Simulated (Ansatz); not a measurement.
**What a change does: single-point calculation on AlHBrCl₃**

System: AlHBrCl₃.
Method of run A: RHF/STO-3G (Ansatz 0.2.0).

The geometry comes from this level: PBE0-D4/def2-TZVP. Text and figures count atoms from 1; the logs count them from 0 in places.

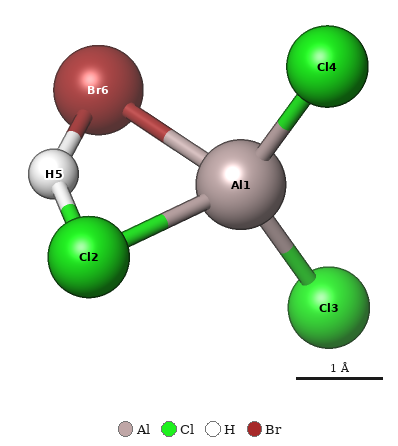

**Figure 1.** The structure (ball-and-stick view, seen at a tilt; atoms are numbered from 1 in the order of the input). Sticks mark near contacts. Bond lengths as drawn: Al–Br 2.45 Å, Al–Cl 2.08 to 2.25 Å, Br–H 1.67 Å and Cl–H 1.62 Å.

**The input, run A**
```yaml
crystal:
  periodic: [false, false, false]
  atoms:
    - {symbol: Al, position_ang: [-0.344247, 0.426436, -0.266135]}
    - {symbol: Cl, position_ang: [1.767834, -0.281941, -0.547452]}
    - {symbol: Cl, position_ang: [-1.566758, -0.098858, -1.864587]}
    - {symbol: Cl, position_ang: [-0.428106, 2.333269, 0.559978]}
    - {symbol: H, position_ang: [0.993469, -1.092127, 0.628924]}
    - {symbol: Br, position_ang: [-0.422293, -1.286878, 1.489173]}
basis:
  gaussian: {orbitals: STO-3G}
hamiltonian: {xc: hf}
```

Launched with:
```bash
ansatz run in.yaml --threads 8 --pin off --events-out ev --progress --plain --max-ram 19148MiB
```

Hardware: 8 threads of Arm Neoverse V1, 23 GiB of memory available, shared host.

**Output (run A)**
```
Functional definition: HF
  exchange = exact_x
  correlation = 0
578 factors; integrals over basis functions are off by at most 2.7e-5 eV
mean field evaluation 1: about -112876.4732 eV, gradient 2.6e1 eV
mean field evaluation 2: about -112876.5042 eV, gradient 2.6e1 eV
mean field evaluation 4: about -112879.5410 eV, gradient 5.8e-1 eV
mean field evaluation 8: about -112879.5422 eV, gradient 2.3e-5 eV
mean field -112879.54220823 eV, -4148.2466636506 hartree, gradient 2.6e-5 eV, S^2 0.000000; 0 other end points of the search recorded, 0 dependent functions left out
reference -112879.54220823 eV, -4148.2466636506 hartree; 50, 50 occupied and 5, 5 virtual orbitals, 578 factors
Total energy: -112879.54220823 eV, -4148.2466636506 hartree
```

The input of run B differs as follows (lines with − go, lines with + come):
```diff
-    - {symbol: Al, position_ang: [-0.344247, 0.426436, -0.266135]}
-    - {symbol: Cl, position_ang: [1.767834, -0.281941, -0.547452]}
-    - {symbol: Cl, position_ang: [-1.566758, -0.098858, -1.864587]}
-    - {symbol: Cl, position_ang: [-0.428106, 2.333269, 0.559978]}
-    - {symbol: H, position_ang: [0.993469, -1.092127, 0.628924]}
-    - {symbol: Br, position_ang: [-0.422293, -1.286878, 1.489173]}
+    - {symbol: Al, position_ang: [-0.147348, 0.586765, -0.519426]}
+    - {symbol: Cl, position_ang: [1.844685, 0.080011, -0.946605]}
+    - {symbol: Cl, position_ang: [-1.635180, -0.080827, -1.822250]}
+    - {symbol: Cl, position_ang: [-0.508472, 2.325812, 0.576921]}
+    - {symbol: H, position_ang: [0.895258, -1.675916, 1.260608]}
+    - {symbol: Br, position_ang: [-0.449043, -1.235946, 1.450651]}
```

How does run B compare with run A?

With the same method and basis, run B lies 21.0 kcal/mol lower.

**Output (run B)**
```
Functional definition: HF
  exchange = exact_x
  correlation = 0
578 factors; integrals over basis functions are off by at most 2.4e-5 eV
mean field evaluation 1: about -112877.5315 eV, gradient 2.5e1 eV
mean field evaluation 2: about -112877.5520 eV, gradient 2.5e1 eV
mean field evaluation 4: about -112880.4495 eV, gradient 7.1e-1 eV
mean field evaluation 8: about -112880.4525 eV, gradient 8.3e-6 eV
mean field -112880.45248603 eV, -4148.2801157427 hartree, gradient 9.8e-6 eV, S^2 0.000000; 0 other end points of the search recorded, 0 dependent functions left out
reference -112880.45248603 eV, -4148.2801157427 hartree; 50, 50 occupied and 5, 5 virtual orbitals, 578 factors
Total energy: -112880.45248603 eV, -4148.2801157427 hartree
```

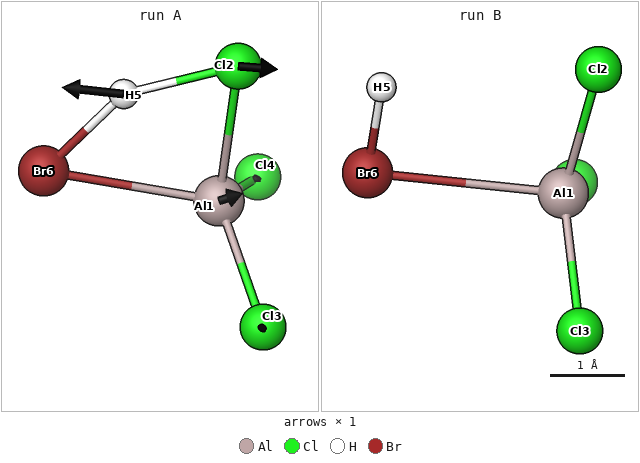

**Figure 2.** The two input geometries at one scale (ball-and-stick view, seen at a tilt). The black arrows on the first give the shifts of the atoms after the best rigid fit, at true length. The atom that moves furthest after the best rigid fit is H5 (0.86 Å). By element the largest moves are H 0.86 Å, Cl 0.55 Å, Al 0.36 Å, Br 0.06 Å. Among the contacts that change: Cl2–H5 1.625 → 2.976 Å, Al1–Br6 2.454 → 2.701 Å, H5–Br6 1.668 → 1.427 Å, Al1–Cl2 2.245 → 2.099 Å.

**The two runs side by side**

```tsv
quantity	run A	run B
outcome	converged	converged
total energy (hartree)	−4148.246664	−4148.280116
basis functions	55	55
```
